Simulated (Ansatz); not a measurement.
## Dielectric function and optical constants of CeO2

Wanted: where CeO2 starts to absorb, how strongly, and its refractive index.

Main program and level: Ansatz 0.2.0; DFT, PBE, plane-wave PAW, default files, scalar-relativistic, independent-particle optical response without local fields.

## Step 1: The structure

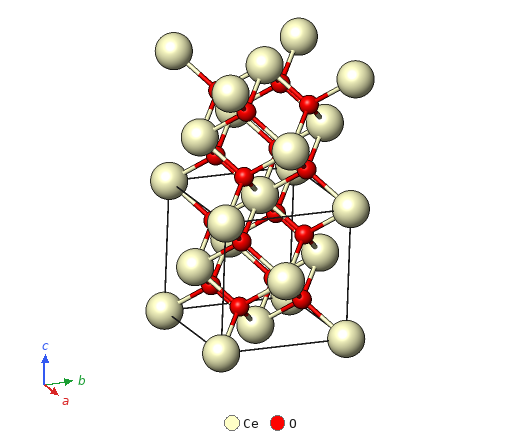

The cell as given, slightly off an axis (cerium light yellow, oxygen red). 1×1×2 cells are drawn. This picture shows the conventional cell, with its axes. Some periodic images of atoms are drawn too.

## Step 2: Spectrum

The spectrum is a sum over vertical transitions between filled and empty bands at the fixed density, so many empty bands are needed.

File input.yaml:

```yaml
crystal:
  lattice:
    - [0.0, 2.70365, 2.70365]
    - [2.70365, 0.0, 2.70365]
    - [2.70365, 2.70365, 0.0]
  atoms:
    - { symbol: Ce, position: [0.0, 0.0, 0.0] }
    - { symbol: O, position: [0.75, 0.75, 0.75] }
    - { symbol: O, position: [0.25, 0.25, 0.25] }
kpoints:
  mp_grid: { grid: [7, 7, 7] }
scf:
  occupations: { method: fermi_dirac, width: 0.05 }
hamiltonian:
  xc: pbe
  pseudopotentials: { kind: paw }
output:
  optics:
    e_range: [0, 20]
    de: 0.05
    sigma: 0.15
    nscf_kmesh: { grid: [8, 8, 8] }
    bands: { spectra_wanted_up_to: 20 }
```

The run is started by

```
ansatz run input.yaml --threads 4 --pin off --max-ram 8192MiB --backend cpu --events-out ev --progress --plain --runs-dir out
```

Numbers of over 12 decimals in the logs are rounded to 6 here.

The log of the run:

```text
band count auto-derived: 22 (N_el = 24.0; filled up to band 12; 16 by the electrons, moments and atoms)
Engine: ansatz 0.2.0, aarch64-unknown-linux-gnu
Pseudopotentials: kind: paw
Pseudopotential: Ce, paw, valence charge 12, recommended cutoff 420 eV (normal), Ce.paw.azcp
Pseudopotential: O, paw, valence charge 6, recommended cutoff 420 eV (normal), O.paw.azcp
Functional definition: PBE
  parameter kappa = 0.804
  parameter beta = 0.066725
  exchange = pbe_x(kappa = kappa, mu = beta*pi^2/3)
  correlation = pbe_c(beta = beta)
Crystal: 3 atoms, lattice volume = 39.526 Å³
Basis set: ecut = 420 eV, 749 PW (Γ)
Bands: 22, of which v1, the nominal top of the filled ones, is band 12 counted from 1 (11 counted from 0)
Symmetry: 48 space group operations
Space group: Fm-3m (ITA 225), of the structure as read, at distance tolerance 3.4e-5 Å
k-points: 20 of 343
Non-local potential: Ce, projectors of the file, l = 0: 3, l = 1: 2, l = 2: 2, l = 3: 3
Non-local potential: O, projectors of the file, l = 0: 2, l = 1: 2, l = 2: 1
PAW form: soft (Blöchl's): semilocal exchange-correlation on the pseudo side does not see the compensation charge
PAW one-centre angular grid: Ce, 590 points (default); XC on 64 Gauss nodes
PAW one-centre angular grid: O, 110 points (default); XC on 64 Gauss nodes
Initial density: superposition of atomic densities (neutral atoms: chi_scale 0, normalization atom), corrected by the library's trained network
Initial wavefunctions: pseudopotential atomic-orbital guess
Functional: x = pbe(κ = 0.804, μ = 0.219515), c = pbe(β = 0.066725)
SCF iter   1: F=—  HF=-7715.800404 eV  |F-HF|=—  |Δ(HF+E_count)|=         —  Δρ=4.37e-3  dr2=4.46e-3  ethr=1.77e-3  ⟨swp⟩=6.0  Hψ=2179  notcnv=0
preconditioner: auto → none  [insulator: Δε(μ)=2.046 eV  Ē_g=11.862 eV  σ=0.050 eV  W_gap=1.00  n_scr=14 (ndim 8)  ℏωp=27.7 eV  f_vac=0.032  D(μ)=0.00/eV (n_scr^D=0)  ε∞_Penn≈6.5]
SCF iter   2: F=—  HF=-7715.805018 eV  |F-HF|=—  |Δ(HF+E_count)|=   4.61e-3  Δρ=7.47e-3  dr2=2.39e-2  ethr=1.86e-5  ⟨swp⟩=2.2  Hψ=950  notcnv=0  defer=24
SCF iter   3: F=—  HF=-7715.805252 eV  |F-HF|=—  |Δ(HF+E_count)|=   2.33e-4  Δρ=6.66e-3  dr2=1.94e-2  ethr=1.86e-5  ⟨swp⟩=2.5  Hψ=800  notcnv=0  defer=24
SCF iter   4: F=—  HF=-7715.803691 eV  |F-HF|=—  |Δ(HF+E_count)|=   1.56e-3  Δρ=2.59e-3  dr2=2.78e-3  ethr=1.86e-5  ⟨swp⟩=3.0  Hψ=672  notcnv=0  defer=24
SCF iter   5: F=—  HF=-7715.803743 eV  |F-HF|=—  |Δ(HF+E_count)|=   5.13e-5  Δρ=3.79e-4  dr2=5.97e-5  ethr=1.16e-5  ⟨swp⟩=2.0  Hψ=508  notcnv=0  defer=24
SCF iter   6: F=—  HF=-7715.803754 eV  |F-HF|=—  |Δ(HF+E_count)|=   1.14e-5  Δρ=2.95e-5  dr2=1.54e-7  ethr=2.49e-7  ⟨swp⟩=2.5  Hψ=535  notcnv=0  defer=24
SCF iter   7: F=—  HF=-7715.803753 eV  |F-HF|=—  |Δ(HF+E_count)|=   6.83e-7  Δρ=6.20e-6  dr2=2.05e-8  ethr=6.40e-10  ⟨swp⟩=2.0  Hψ=621  notcnv=0  defer=24
SCF iter   8: F=—  HF=-7715.803753 eV  |F-HF|=—  |Δ(HF+E_count)|=   1.14e-8  Δρ=1.50e-6  dr2=9.57e-10  ethr=8.54e-11  ⟨swp⟩=2.4  Hψ=537  notcnv=0  defer=24
SCF iter   9: F=—  HF=-7715.803753 eV  |F-HF|=—  |Δ(HF+E_count)|=  8.86e-10  Δρ=1.95e-7  dr2=1.63e-11  ethr=3.99e-12  ⟨swp⟩=2.1  Hψ=616  notcnv=0  defer=24
SCF iter  10: F=-7715.803753 eV  HF=-7715.803753 eV  |F-HF|=4.55e-12  |Δ(HF+E_count)|=  4.55e-12  Δρ=2.55e-8  dr2=2.70e-13  ethr=1.00e-12  ⟨swp⟩=6.7  Hψ=1304  notcnv=0
SCF 1 converged in 10 iterations: F = -7715.803753 eV  dr2 = 2.70e-13
  greatest PAW one-centre occupation: 0.988 electrons in one spin orbital (limit 2), on the Ce atom at site 0 (counted from 0), in its partial waves of l = 0
NSCF: frozen V_eff on 29 k-points
output.optics: what the bands over the 35 summed would add to eps1, eps2 and the energy-loss function is held between a lower and an upper bound (8 Lanczos steps). eps1, eps2 and their loss function (loss_summed_bands) are given on every row as the summed bands alone make them. Along an axis, on a row where the two bounds hold the loss function to about 1 % of the greater of itself and 0.5 % of |1/eps|, its cell (loss_completed) is given, with the completed eps1 and eps2 that it is formed of (a cell that is left empty reads nan in the table and null in the record). The two bounds hold it so along every axis on all 401 rows up to 20.000 eV. [rest of the remark cut]
SCF converged after 10 iterations
Free energy (F): -7715.803753 eV
Harris-Foulkes:  -7715.803753 eV  (|F-HF|=4.55e-12)
Internal energy: -7715.803753 eV  (E = F + TS)
E sigma→0 (E₀):  -7715.803753 eV
Fermi energy:    12.202392 eV
--- Per-component energies (eV) ---
  E_band       = 32.014106
  E_kinetic    = 740.509364
  E_local      = -918.587806  (includes V_loc(G=0)·N_el)
  E_nonlocal   = 31.555740
  E_hartree    = 327.460959
  E_xc         = -380.206981
  E_vxc        = -448.058058  (∫ρ·V_xc dr)
  E_paw        = -5785.924045  (= ΣΔE_a)
  E_vpaw       = -28.331916  (= ΣTr[D̂ρ^β])
  E_aug_tail   = 0.004861  (compensation charges beyond the density's cutoff)
  E_ewald      = -1730.615845
  E_smearing   = -0.000000  (= −TS)
  E_closure    = 0.000000  (closes the sum)
  Σ components = -7715.803753   (vs F -7715.803753, Δ=0.00e0)
--- Band table (eV; the first three rows and the last of 20) ---
  k-point 0: bands = [... 8 lower, 7.3436, 10.6193, 10.6193, 10.6193, 13.5628, 13.5628, 13.5628, 13.8154, ... 6 higher]
  k-point 1: bands = [... 8 lower, 7.8524, 10.4431, 10.5470, 10.5470, 13.5421, 13.5421, 13.5646, 13.8404, ... 6 higher]
  k-point 2: bands = [... 8 lower, 8.9594, 10.1775, 10.4372, 10.4372, 13.4777, 13.4777, 13.5686, 13.6410, ... 6 higher]
  k-point 19: bands = [... 8 lower, 9.8454, 10.0936, 10.4501, 10.8421, 13.3034, 13.4254, 13.4483, 13.6191, ... 6 higher]
```

Wall time 5.6 s (4 threads of Arm Neoverse V1, shared host); peak memory 0.63 GiB.

Numbers from this step:

| Item | Value |
| --- | --- |
| electronic dielectric constant ε∞, mean over x, y and z (by symmetry where fewer were run) | 7.889 |
| absorption onset, first axis (α over 10⁴ cm⁻¹, or the direct gap if that lies higher) | 2.101 eV |
| main peak of Im epsilon, first axis | 2.517 eV |
| centre of weight of the strongest loss peak in the window | 14.27 eV |
| photocurrent from vertical transitions in a film 500 nm thick on a perfect mirror (two passes), AM1.5G, no front reflection, all carriers collected | 12.41 mA/cm² |
| least direct gap on the mesh | 2.101 eV |
| bands summed | 35 |
| spectra valid up to | 25.90 eV |
| program's estimate of the k-sum error in Im epsilon | 0.08 % |
| electrons in the f-sum | 17.26 |

The Im ε, any direction has structure finer than the step of the table below, so its rows give means over 1 eV, whole bins alone (the curve runs from 0 to 20 eV). Peaks (eV: height): 2.5: 14.2, 9.9: 8.56, 11.9: 5.84.

Table of Im ε, any direction by photon energy; means over each step:

| photon energy (eV) | Im ε, any direction |
| --- | --- |
| 1 | 0 |
| 2 | 3.04 |
| 3 | 8.29 |
| 4 | 5.01 |
| 5 | 4.28 |
| 6 | 2.23 |
| 7 | 1.97 |
| 8 | 3.11 |
| 9 | 5.22 |
| 10 | 7.52 |
| 11 | 3.93 |
| 12 | 4.40 |
| 13 | 1.54 |
| 14 | 0.657 |
| 15 | 0.590 |
| 16 | 0.736 |
| 17 | 0.876 |
| 18 | 0.975 |
| 19 | 1.95 |

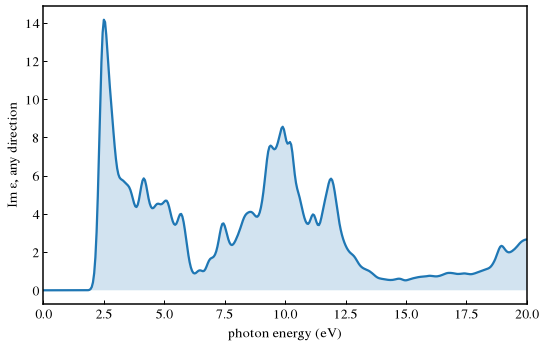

Im ε, any direction, plotted against photon energy.

The Re ε, any direction by photon energy:

| photon energy (eV) | Re ε, any direction |
| --- | --- |
| 0 | 7.89 |
| 1 | 8.44 |
| 2 | 12.8 |
| 3 | 2.92 |
| 4 | 4.54 |
| 5 | 2.73 |
| 6 | 0.833 |
| 7 | 4.47 |
| 8 | 4.95 |
| 9 | 5.73 |
| 10 | 0.660 |
| 11 | -0.0420 |
| 12 | -1.82 |
| 13 | -1.50 |
| 14 | -0.226 |
| 15 | 0.653 |
| 16 | 1.11 |
| 17 | 1.39 |
| 18 | 1.96 |
| 19 | 2.00 |
| 20 | 1.51 |

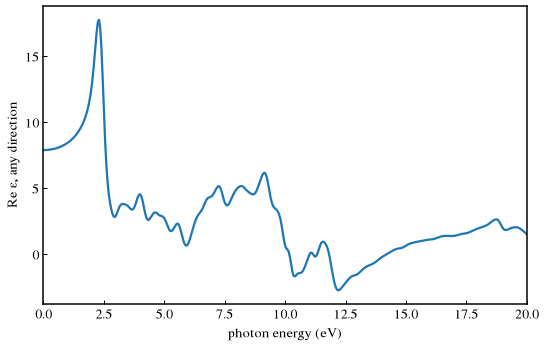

Re ε, any direction against photon energy.

Values under 1 per cm are given as 1. The absorption coefficient, any direction by photon energy:

| photon energy (eV) | absorption coefficient, any direction (1/cm) |
| --- | --- |
| 0.00 | 1 |
| 2.00 | 4958 |
| 4.00 | 4.3e5 |
| 6.00 | 4.7e5 |
| 8.00 | 4.9e5 |
| 10.00 | 2.0e6 |
| 12.00 | 2.4e6 |
| 14.00 | 9.3e5 |
| 16.00 | 5.6e5 |
| 18.00 | 6.1e5 |
| 20.00 | 1.8e6 |

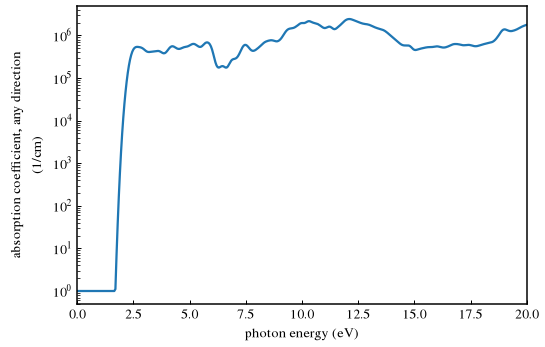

Absorption coefficient, any direction, plotted against photon energy.

Table of refractive index n and extinction k by photon energy:

| photon energy (eV) | n | k |
| --- | --- | --- |
| 0 | 2.81 | 0 |
| 2 | 3.58 | 0.0245 |
| 4 | 2.38 | 1.07 |
| 6 | 1.19 | 0.767 |
| 8 | 2.30 | 0.598 |
| 10 | 2.10 | 1.94 |
| 12 | 1.41 | 1.95 |
| 14 | 0.456 | 0.658 |
| 16 | 1.11 | 0.343 |
| 18 | 1.44 | 0.333 |
| 20 | 1.51 | 0.879 |

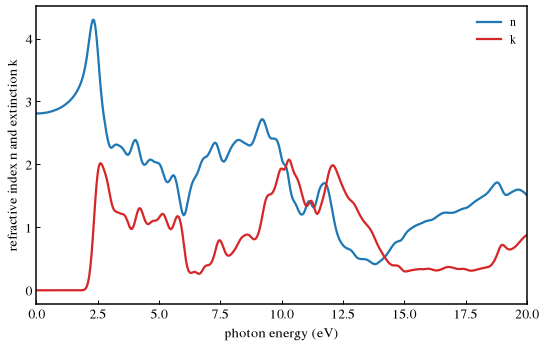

Refractive index n and extinction k against photon energy.

The reflectivity at normal incidence, any direction has structure finer than the step of the table below, so its rows give means over 1 eV, whole bins alone (the curve runs from 0 to 20 eV). Peaks (eV: height): 2.5: 42.7, 10.3: 41.6, 12.3: 49.6.

The reflectivity at normal incidence, any direction by photon energy; means over each step:

| photon energy (eV) | reflectivity at normal incidence, any direction (%) |
| --- | --- |
| 1 | 24.0 |
| 2 | 33.2 |
| 3 | 32.1 |
| 4 | 23.8 |
| 5 | 21.4 |
| 6 | 13.1 |
| 7 | 15.1 |
| 8 | 18.5 |
| 9 | 25.0 |
| 10 | 36.4 |
| 11 | 30.2 |
| 12 | 39.2 |
| 13 | 45.7 |
| 14 | 27.5 |
| 15 | 4.21 |
| 16 | 2.72 |
| 17 | 3.59 |
| 18 | 5.09 |
| 19 | 10.5 |

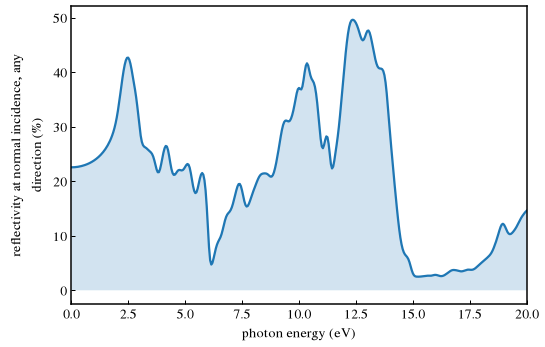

Reflectivity at normal incidence, any direction, plotted against photon energy.

Optical constants at common wavelengths, from n + ik = √ε:

| wavelength (nm) | n | k | R (%) | 1/α |
| --- | --- | --- | --- | --- |
| 1550 | 2.87 | 0.000 | 23.3 | over 1 mm |
| 1064 | 2.95 | 0.000 | 24.3 | over 1 mm |
| 633 | 3.50 | 0.012 | 30.8 | 4.2 µm |
| 450 | 2.75 | 1.915 | 38.0 | 19 nm |
| 365 | 2.29 | 1.224 | 25.7 | 24 nm |
| 308 | 2.39 | 1.105 | 24.8 | 22 nm |
| 248 | 2.01 | 1.151 | 22.6 | 17 nm |

Rows near the edge hang on the gap, which this functional as a rule makes too small, and phonon-assisted absorption is left out.

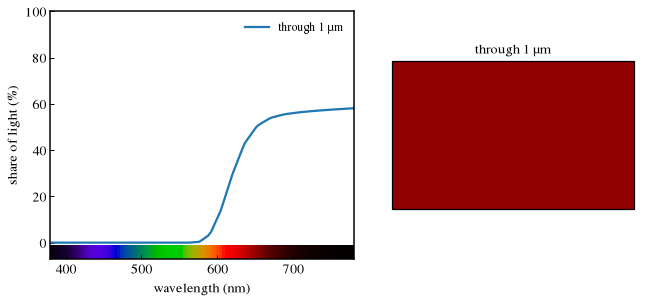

Light through 1 µm across the visible range, with the colour that it makes of daylight (sRGB).

Through 1 µm of it, D65 light comes out red, dark (x = 0.689, y = 0.310; 5 % transmitted). A larger true gap would move the edge to shorter wavelengths and change the colour.

The f-sum over the summed bands holds 17.3 of the cell's 24 electrons outside the frozen cores. Up to 20 eV the strength has a mean oscillator energy of 7.0 eV, well above the main peak, so higher transitions carry much of it.

## Step 3: Summary of results

* electronic dielectric constant ε∞, mean over x, y and z (by symmetry where fewer were run) (independent particles): 7.89
* absorption onset, first axis (α over 10⁴ cm⁻¹, or the direct gap if that lies higher): 2.10 eV
* main peak of Im epsilon, first axis: 2.52 eV
* centre of weight of the strongest loss peak in the window, first axis: 14.3 eV
* photocurrent from vertical transitions in a film 500 nm thick on a perfect mirror (two passes), AM1.5G, no front reflection, all carriers collected: 12.4 mA/cm²

**Reading.** At this level (PBE, independent particles) CeO2 has ε∞ = 7.89 and n = 2.87 at 1550 nm; absorption sets in near 2.1 eV, and Im ε peaks at 2.5 eV. Lines 0.15 eV wide carry a tail of absorption under the direct gap, past the threshold already at 2.04 eV. Absorption passes 10⁴ cm⁻¹ from the direct gap on, 2.10 eV, inside the visible range. Distinct maxima of Im ε, read by a parabola through the highest points, lie at 2.52 eV (14), 4.15 eV (5.9), 9.89 eV (8.6) and 11.90 eV (5.8). The f-sum over the summed bands holds 17.3 of the cell's 24 electrons outside the frozen cores. Up to 20 eV the strength has a mean oscillator energy of 7.0 eV, well above the main peak, so higher transitions carry much of it. Through 1 µm of it, D65 light comes out red, dark (x = 0.689, y = 0.310; 5 % transmitted). A larger true gap would move the edge to shorter wavelengths and change the colour. Excitons and phonon-assisted transitions are missing, and so are local fields; PBE gaps are as a rule too small, which pulls the onset down and ε∞ up. In the base run ε includes the program's bounded estimate of what the bands above those summed add. Open f shells are treated without a Hubbard term, which puts f bands too near the Fermi level. Spin-orbit coupling is left out although heavy atoms are present.

[Logs are printed without paths, hosts, clocks, repeated set-up lines and the standing remarks that a program may print on its own settings, such as how far it seeks lower states.]

[Hosts, paths, dates, database ids (printed as entryN), source tags and the programs' standing remarks are cut or masked in the printed files.]
